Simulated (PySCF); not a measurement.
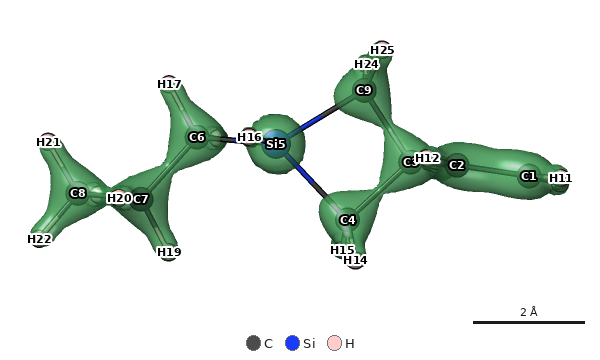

The picture shows: C8H16Si. Isosurface of the electron density at 1.5 e/Å³ (green), seen at an oblique angle.

Geometry: GFN2-xTB.

Computed with PBE0/pcSseg-1, SCF density, gas phase, non-relativistic in PySCF 2.14.0.

```yaml
atoms:
  - { symbol: C, position_ang: [-4.4843, 0.2637, -0.3052] }
  - { symbol: C, position_ang: [-3.2072, 0.4512, -0.5823] }
  - { symbol: C, position_ang: [-2.0869, 0.2450, 0.3757] }
  - { symbol: C, position_ang: [-1.0508, -0.7643, -0.1835] }
  - { symbol: Si, position_ang: [0.2083, 0.6402, -0.4885] }
  - { symbol: C, position_ang: [1.9058, 0.4947, 0.3487] }
  - { symbol: C, position_ang: [2.7845, -0.5684, -0.3040] }
  - { symbol: C, position_ang: [4.1459, -0.6767, 0.3730] }
  - { symbol: C, position_ang: [-1.1935, 1.5070, 0.4761] }
  - { symbol: H, position_ang: [-4.8090, -0.0616, 0.6702] }
  - { symbol: H, position_ang: [-5.2608, 0.4257, -1.0339] }
  - { symbol: H, position_ang: [-2.9018, 0.7773, -1.5689] }
  - { symbol: H, position_ang: [-2.4870, -0.0627, 1.3441] }
  - { symbol: H, position_ang: [-1.4219, -1.3160, -1.0443] }
  - { symbol: H, position_ang: [-0.7560, -1.4963, 0.5663] }
  - { symbol: H, position_ang: [0.3476, 1.0568, -1.8919] }
  - { symbol: H, position_ang: [2.4207, 1.4552, 0.3041] }
  - { symbol: H, position_ang: [1.7875, 0.2547, 1.4070] }
  - { symbol: H, position_ang: [2.2787, -1.5349, -0.2560] }
  - { symbol: H, position_ang: [2.9234, -0.3248, -1.3592] }
  - { symbol: H, position_ang: [4.6849, 0.2653, 0.2973] }
  - { symbol: H, position_ang: [4.7471, -1.4545, -0.0927] }
  - { symbol: H, position_ang: [4.0294, -0.9184, 1.4275] }
  - { symbol: H, position_ang: [-0.9655, 1.7623, 1.5086] }
  - { symbol: H, position_ang: [-1.6499, 2.3823, 0.0209] }
```

Which contacts does the surface bridge?

At this value the surface falls into four separate pieces. It bridges the sampled C–C (1.32 Å), C–H (1.08 Å) and C–C (1.49 Å) contacts, where the density stays above the isovalue. It is pinched off along the sampled C–Si (1.90 Å) contacts. On the grid the lowest density along these lines, outside the cores, is 2.3 e/Å³ (C–C, 1.32 Å), 0.79 e/Å³ (C–Si, 1.90 Å), 1.9 e/Å³ (C–H, 1.08 Å) and 1.8 e/Å³ (C–C, 1.49 Å).
